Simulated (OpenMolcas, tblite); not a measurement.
# C2H6BFO (SMILES COB(C)F): the dipole moment, rung by rung

The species is C2H6BFO (11 atoms), meant as a singlet with charge 0. SMILES: `COB(C)F`. Geometry: relaxed at PBE0-D4/def2-TZVP. This is one conformer, not always the lowest.

```csv
atom,x (Å),y (Å),z (Å)
C,-1.3644,0.7111,0.5385
O,-0.2410,1.2278,-0.1353
B,0.8186,0.4827,-0.5089
C,0.9932,-1.0579,-0.2706
F,1.7792,1.1652,-1.1360
H,-1.4585,1.2071,1.5069
H,-2.2591,0.9243,-0.0500
H,-1.2940,-0.3677,0.6981
H,0.9476,-1.3070,0.7940
H,1.9474,-1.4128,-0.6601
H,0.1963,-1.6298,-0.7560
```

Quantity: the dipole moment, in D. The values are calculated.

| level | kind | program | value (D) | CPU time |
| --- | --- | --- | --- | --- |
| IPEA1-xTB | semi-empirical | tblite | 4.04 | under 2 s |
| HF/def2-SVP | Hartree–Fock | OpenMolcas | 3.20 | 18 s |
| SVWN5/def2-SVP | LDA | OpenMolcas | 2.78 | 51 s |
| BLYP/def2-SVP | GGA | OpenMolcas | 2.64 | 76 s |
| TPSS/def2-SVP | meta-GGA | OpenMolcas | 2.70 | 87 s |
| BHLYP/def2-SVP | global hybrid | OpenMolcas | 3.01 | 66 s |
| M06-2X/def2-SVP | hybrid meta-GGA | OpenMolcas | 2.93 | 75 s |
| PBE0/def2-SVP | global hybrid | OpenMolcas | 2.87 | 67 s |

The values span 2.64 to 4.04 D. Magnitudes only. CPU times are rough (shared hosts, several kinds of processor): they show what a rung costs within a factor of a few.

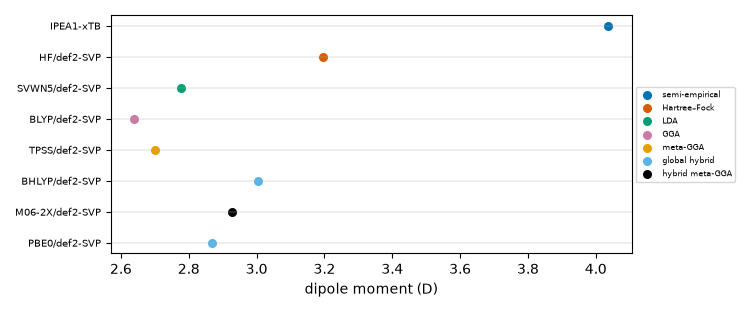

The values of the table, level by level.
